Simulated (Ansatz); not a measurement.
```yaml
atoms:
  - { symbol: C, position_ang: [-0.4544, -2.7976, 0.4675] }
  - { symbol: Cu, position_ang: [-0.6807, -1.9631, 2.3080] }
  - { symbol: H, position_ang: [0.4077, -2.2856, 0.0139] }
  - { symbol: H, position_ang: [-0.2734, -3.8682, 0.6477] }
  - { symbol: H, position_ang: [-1.3987, -2.6041, -0.0638] }
```

Geometry: B3LYP-D3(BJ)/def2-SVP.

The calculation used Ansatz, isolated molecule in a Gaussian basis; Kohn-Sham density functional theory, functional PBE0.

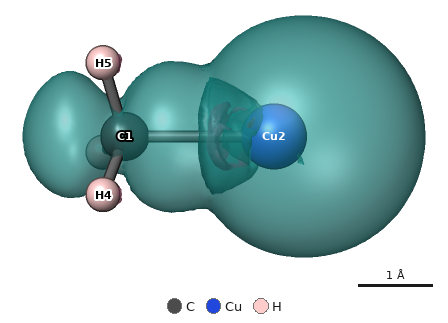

CH3Cu (triplet). Isosurfaces of the spin density at +0.02 (teal) and −0.02 e/Å³ (pink), seen from one side.

### Describe the spin distribution.

The unpaired spin (2 electrons) lies mostly on Cu2 (about 1.5) and C1 (about 0.4), in electrons by Hirshfeld's partition.
